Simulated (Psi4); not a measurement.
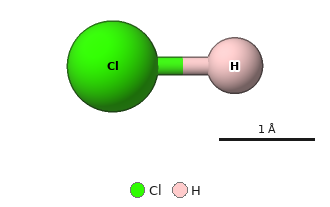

Fig. 1: The input geometry (ball-and-stick view, seen on its broad side). Bond lengths as drawn: Cl–H 1.29 Å.

# HCl: frequency calculation (part 1 of 3)

- system: HCl, SMILES Cl
- method: PBE0/def2-SVP, RKS, dispersion D4 (Psi4 1.11)

The geometry was optimised with PBE0/def2-SVP.

**The input (clh.py)**
```python
import psi4

psi4.set_memory('1600 MB')
psi4.set_num_threads(1)
psi4.core.set_output_file('run.log', False)

geom = psi4.geometry("""
Cl
H 1 1.285704
""")

psi4.set_options(dict(reference='rks', t=298.15, rotational_symmetry_number=1))

energy_value = psi4.frequencies("pbe0-d4/def2-SVP", molecule=geom)
print(f'total energy {energy_value:.8f} hartree = {energy_value * 27.211386:.5f} eV')
for k in ('ZPVE', 'ENTHALPY', 'GIBBS FREE ENERGY'):
    print(f'{k}: {psi4.variable(k):.8f} Eh')
for k, v in sorted(psi4.core.scalar_variables().items()):
    print(f'{k:45s} {v:18.10f}')
```

Run on 1 thread of Intel Xeon (Sapphire Rapids), 32 GiB of memory available, shared host.

Launched with:
```bash
python clh.py
```

**What the program printed**
```
Psi4 1.11 release

gradient() will perform analytic gradient computation.

   => Loading Basis Set <=

    Name: DEF2-SVP
    Role: ORBITAL
    Keyword: BASIS

   => PBE0-D4(BJ,EEQ)ATM: Empirical Dispersion <=

        a1 =       0.400856
        a2 =       5.029288
       alp =      16.000000
        s6 =       1.000000
        s8 =       1.200655
        s9 =       1.000000
        ga =       3.000000
        gc =       2.000000
        wf =       6.000000

         ---------------------------------------------------------
                                   SCF
                              RKS Reference
                        1 Threads,   1525 MiB Core
         ---------------------------------------------------------

  ==> Geometry <==

    Molecular point group: c2v
    Full point group: C_inf_v

    Geometry (in Bohr), charge = 0, multiplicity = 1:

       Center              X                  Y                   Z               Mass
    ------------   -----------------  -----------------  -----------------  -----------------
         CL           0.000000000000     0.000000000000    -0.068061881052    34.968852682000
         H            0.000000000000     0.000000000000     2.361566557353     1.007825032230

  Running in c2v symmetry.

  Rotational constants: A = ************  B =     10.41044  C =     10.41044 [cm^-1]
  Rotational constants: A = ************  B = 312097.10512  C = 312097.10512 [MHz]
  Nuclear repulsion =    6.996954650051646

  Charge       = 0
  Multiplicity = 1
  Electrons    = 18
  Nalpha       = 9
  Nbeta        = 9

  ==> Algorithm <==

  SCF Algorithm Type is DF.
  DIIS enabled.
  MOM disabled.
  Fractional occupation disabled.
  Guess Type is SAD.
  Energy threshold   = 1.00e-08
  Density threshold  = 1.00e-08
  Integral threshold = 1.00e-12

  ==> Primary Basis <==

  Basis Set: DEF2-SVP
    Blend: DEF2-SVP
    Number of shells: 11
    Number of basis functions: 23
    Number of Cartesian functions: 24
    Spherical Harmonics?: true
    Max angular momentum: 2

  ==> DFT Potential <==

   => LibXC <=

    Version 7.1.2

   => Composite Functional: PBE0-D4BJEEQATM <=

    PBE0-d4bjeeqatm Hyb-GGA Exchange-Correlation Functional

    Deriv               =              1
    GGA                 =           TRUE
    Meta                =          FALSE

    Exchange Hybrid     =           TRUE
    MP2 Hybrid          =          FALSE

   => Exchange Functionals <=

    0.7500   Perdew, Burke & Ernzerhof

   => Exact (HF) Exchange <=

    0.2500               HF

   => Correlation Functionals <=

    1.0000   Perdew, Burke & Ernzerhof

   => LibXC Density Thresholds  <==

    XC_HYB_GGA_XC_PBEH:  1.00E-15

   => Molecular Quadrature <=

    Radial Scheme          =       TREUTLER
    Pruning Scheme         =           NONE
    Nuclear Scheme         =       TREUTLER

    Blocking Scheme        =         OCTREE
    BS radius alpha        =              1
    Pruning alpha          =              1
    Radial Points          =             75
    Spherical Points       =            302
    Total Points           =          42355
    Total Blocks           =            374
    Max Points             =            256
    Max Functions          =             23
    Weights Tolerance      =       1.00E-15

   => Loading Basis Set <=

    Name: (DEF2-SVP AUX)
    Role: JKFIT
    Keyword: DF_BASIS_SCF

  ==> Integral Setup <==

  DFHelper Memory: AOs need 0.001 GiB; user supplied 1.091 GiB.
  SCF_SUBTYPE=INCORE selected. In-core MEM_DF algorithm will be used.
  Using in-core AOs.

  ==> MemDFJK: Density-Fitted J/K Matrices <==

    J tasked:                   Yes
    K tasked:                   Yes
    wK tasked:                   No
    Memory [MiB]:              1117
    Algorithm:                 Core
    Schwarz Cutoff:           1E-12
    Mask sparsity (%):       0.0000
    Fitting Condition:        1E-10

   => Auxiliary Basis Set <=

  Basis Set: (DEF2-SVP AUX)
    Blend: DEF2-UNIVERSAL-JKFIT
    Number of shells: 44
    Number of basis functions: 146
    Number of Cartesian functions: 175
    Spherical Harmonics?: true
    Max angular momentum: 4

  Cached 100.0% of DFT collocation blocks in 0.026 [GiB].

  Minimum eigenvalue in the overlap matrix is 5.5356473338E-02.
  Reciprocal condition number of the overlap matrix is 1.8078646560E-02.
    Using symmetric orthogonalization.

  ==> Pre-Iterations <==

  SCF Guess: Superposition of Atomic Densities via on-the-fly atomic UHF (no occupation information).

   -------------------------
    Irrep   Nso     Nmo
   -------------------------
     A1        12      12
     A2         1       1
     B1         5       5
     B2         5       5
   -------------------------
    Total      23      23
   -------------------------

  ==> Iterations <==

                           Total Energy        Delta E     RMS |[F,P]|

   @DF-RKS iter SAD:  -460.40580149917611   -4.60406e+02   0.00000e+00
   @DF-RKS iter   1:  -460.48592817078543   -8.01267e-02   1.28319e-02 DIIS/ADIIS
   @DF-RKS iter   2:  -460.49328162837065   -7.35346e-03   9.70524e-03 DIIS/ADIIS
   @DF-RKS iter   3:  -460.50225591770288   -8.97429e-03   5.93040e-04 DIIS/ADIIS
   @DF-RKS iter   4:  -460.50229499331414   -3.90756e-05   9.84558e-05 DIIS
   @DF-RKS iter   5:  -460.50229607229227   -1.07898e-06   2.31865e-06 DIIS
   @DF-RKS iter   6:  -460.50229607303237   -7.40101e-10   2.88365e-07 DIIS
   @DF-RKS iter   7:  -460.50229607304340   -1.10276e-11   2.12819e-08 DIIS
   @DF-RKS iter   8:  -460.50229607304351   -1.13687e-13   1.83030e-09 DIIS
  Energy and wave function converged.

  ==> Post-Iterations <==

   Electrons on quadrature grid:
      Ntotal   =   17.9999999766 ; deviation = -2.344e-08

    Orbital Energies [Eh]
    ---------------------

    Doubly Occupied:

       1A1  -101.675416     2A1    -9.527024     3A1    -7.268516
       1B2    -7.258421     1B1    -7.258421     4A1    -0.853318
       5A1    -0.474567     2B2    -0.331570     2B1    -0.331570

    Virtual:

       6A1     0.032787     7A1     0.342495     8A1     0.540824
       3B2     0.702719     3B1     0.702719     9A1     0.794300
       1A2     0.794300    10A1     0.866261     4B2     0.887998
       4B1     0.887998    11A1     1.164239     5B2     1.571065
       5B1     1.571065    12A1     2.267517

    Final Occupation by Irrep:
             A1    A2    B1    B2
    DOCC [     5,    0,    2,    2 ]
    NA   [     5,    0,    2,    2 ]
    NB   [     5,    0,    2,    2 ]

  @DF-RKS Final Energy:  -460.50229607304351

   => Energetics <=

    Nuclear Repulsion Energy =              6.9969546500516460
    One-Electron Energy =                -649.8540026881361200
    Two-Electron Energy =                 203.8427909771293116
    DFT Exchange-Correlation Energy =     -21.4878705789090354
    Empirical Dispersion Energy =          -0.0001684331792847
    VV10 Nonlocal Energy =                  0.0000000000000000
    Total Energy =                       -460.5022960730435102

Computation Completed

Properties will be evaluated at   0.000000,   0.000000,   0.000000 [a0]

Properties computed using the SCF density matrix

 Multipole Moments:

 ------------------------------------------------------------------------------------
     Multipole            Electronic (a.u.)      Nuclear  (a.u.)        Total (a.u.)
 ------------------------------------------------------------------------------------

 L = 1.  Multiply by 2.5417464519 to convert [e a0] to [Debye]
 Dipole X            :          0.0000000            0.0000000            0.0000000
 Dipole Y            :          0.0000000            0.0000000            0.0000000
 Dipole Z            :         -0.6624214            1.2045146            0.5420932
 Magnitude           :                                                    0.5420932

 ------------------------------------------------------------------------------------

	total time  =          1 seconds =       0.02 minutes

         ------------------------------------------------------------
                                   SCF GRAD
         ------------------------------------------------------------

  ==> Geometry <==

    Molecular point group: c2v
    Full point group: C_inf_v

    Geometry (in Bohr), charge = 0, multiplicity = 1:

       Center              X                  Y                   Z               Mass
    ------------   -----------------  -----------------  -----------------  -----------------
         CL           0.000000000000     0.000000000000    -0.068061881052    34.968852682000
         H            0.000000000000     0.000000000000     2.361566557353     1.007825032230

  Nuclear repulsion =    6.996954650051646

  ==> Basis Set <==

  Basis Set: DEF2-SVP
    Blend: DEF2-SVP
    Number of shells: 11
    Number of basis functions: 23
    Number of Cartesian functions: 24
    Spherical Harmonics?: true
    Max angular momentum: 2

  ==> DFJKGrad: Density-Fitted SCF Gradients <==

    Gradient:                    1
    J tasked:                  Yes
    K tasked:                  Yes
    wK tasked:                  No
    Integrals threads:           1
    Memory [MiB]:             1144
    Schwarz Cutoff:          1E-12
    Fitting Condition:       1E-10

   => Auxiliary Basis Set <=

  Basis Set: (DEF2-SVP AUX)
    Blend: DEF2-UNIVERSAL-JKFIT
    Number of shells: 44
    Number of basis functions: 146
    Number of Cartesian functions: 175
    Spherical Harmonics?: true
    Max angular momentum: 4

   => Molecular Quadrature <=

    Radial Scheme          =       TREUTLER
    Pruning Scheme         =           NONE
    Nuclear Scheme         =       TREUTLER

    Blocking Scheme        =         OCTREE
    BS radius alpha        =              1
    Pruning alpha          =              1
    Radial Points          =             75
    Spherical Points       =            302
    Total Points           =          42355
    Total Blocks           =            374
    Max Points             =            256
    Max Functions          =             23
    Weights Tolerance      =       1.00E-15

  -Total Gradient:
     Atom            X                  Y                   Z
    ------   -----------------  -----------------  -----------------
       1        0.000000000000     0.000000000000    -0.000298493785
       2       -0.000000000000     0.000000000000     0.000301447781

	total time  =          0 seconds =       0.00 minutes

    Psi4 run time: 0:00:01.08

    -----------------------------------------------------------------------
                               Psi4 1.11 release

    h
    h
    h

    -----------------------------------------------------------------------

    Memory:     1.5 GiB
    Threads:    1
                ecpint, einsums, f̶o̶r̶t̶e̶, gauxc, gcp, g̶d̶m̶a̶, geometric, g̶p̶u̶_̶d̶f̶c̶c̶,
                i̶n̶t̶e̶g̶r̶a̶t̶o̶r̶x̶x̶, i̶p̶i̶, libefp, m̶d̶i̶, m̶p̶2̶d̶, m̶r̶c̶c̶, ooo,
                o̶p̶e̶n̶f̶e̶r̶m̶i̶o̶n̶p̶s̶i̶4̶, pcmsolver, p̶s̶i̶4̶f̶o̶c̶k̶c̶i̶, p̶s̶i̶x̶a̶s̶,
                p̶y̶e̶i̶n̶s̶u̶m̶s̶, r̶e̶s̶p̶, s̶i̶m̶i̶n̶t̶, s̶n̶s̶m̶p̶2̶,
                v̶2̶r̶d̶m̶_̶c̶a̶s̶s̶c̶f̶

gradient() will perform analytic gradient computation.

  ==> Geometry <==

    Molecular point group: c2v
    Full point group: C_inf_v

    Geometry (in Bohr), charge = 0, multiplicity = 1:

       Center              X                  Y                   Z               Mass
    ------------   -----------------  -----------------  -----------------  -----------------
         CL           0.000000000000     0.000000000000    -0.068203398946    34.968852682000
         H            0.000000000000     0.000000000000     2.366476852503     1.007825032230

  Running in c2v symmetry.

  Rotational constants: A = ************  B =     10.36728  C =     10.36728 [cm^-1]
  Rotational constants: A = ************  B = 310803.28390  C = 310803.28390 [MHz]
  Nuclear repulsion =    6.982436395859819

  Charge       = 0
  Multiplicity = 1
  Electrons    = 18
  Nalpha       = 9
  Nbeta        = 9

   => Molecular Quadrature <=

    Radial Scheme          =       TREUTLER
    Pruning Scheme         =           NONE
    Nuclear Scheme         =       TREUTLER

    Blocking Scheme        =         OCTREE
    BS radius alpha        =              1
    Pruning alpha          =              1
    Radial Points          =             75
    Spherical Points       =            302
    Total Points           =          42355
    Total Blocks           =            376
    Max Points             =            255
    Max Functions          =             23
    Weights Tolerance      =       1.00E-15

   => Auxiliary Basis Set <=

  Basis Set: (DEF2-SVP AUX)
    Blend: DEF2-UNIVERSAL-JKFIT
    Number of shells: 44
    Number of basis functions: 146
    Number of Cartesian functions: 175
    Spherical Harmonics?: true
    Max angular momentum: 4

  Cached 100.0% of DFT collocation blocks in 0.026 [GiB].

  Minimum eigenvalue in the overlap matrix is 5.5519613011E-02.
  Reciprocal condition number of the overlap matrix is 1.8148387654E-02.
    Using symmetric orthogonalization.

  ==> Iterations <==

                           Total Energy        Delta E     RMS |[F,P]|

   @DF-RKS iter SAD:  -460.40442220746388   -4.60404e+02   0.00000e+00
   @DF-RKS iter   1:  -460.48585503391843   -8.14328e-02   1.28451e-02 DIIS/ADIIS
   @DF-RKS iter   2:  -460.49318075162944   -7.32572e-03   9.74500e-03 DIIS/ADIIS
   @DF-RKS iter   3:  -460.50224979882222   -9.06905e-03   5.95302e-04 DIIS/ADIIS
   @DF-RKS iter   4:  -460.50228919045855   -3.93916e-05   9.86824e-05 DIIS
   @DF-RKS iter   5:  -460.50229027496385   -1.08451e-06   2.34337e-06 DIIS
   @DF-RKS iter   6:  -460.50229027571032   -7.46468e-10   2.88688e-07 DIIS
   @DF-RKS iter   7:  -460.50229027572175   -1.14255e-11   2.17090e-08 DIIS
   @DF-RKS iter   8:  -460.50229027572180   -5.68434e-14   1.87224e-09 DIIS
  Energy and wave function converged.

  ==> Post-Iterations <==

   Electrons on quadrature grid:
      Ntotal   =   17.9999999756 ; deviation = -2.439e-08

    Final Occupation by Irrep:
             A1    A2    B1    B2
    DOCC [     5,    0,    2,    2 ]
    NA   [     5,    0,    2,    2 ]
    NB   [     5,    0,    2,    2 ]

  @DF-RKS Final Energy:  -460.50229027572180

   => Energetics <=

    Nuclear Repulsion Energy =              6.9824363958598195
    One-Electron Energy =                -649.8266973687584596
    Two-Electron Energy =                 203.8293397826453770
    DFT Exchange-Correlation Energy =     -21.4872005755399549
    Empirical Dispersion Energy =          -0.0001685099286187
    VV10 Nonlocal Energy =                  0.0000000000000000
    Total Energy =                       -460.5022902757218048

Computation Completed

Properties will be evaluated at   0.000000,   0.000000,   0.000000 [a0]
```
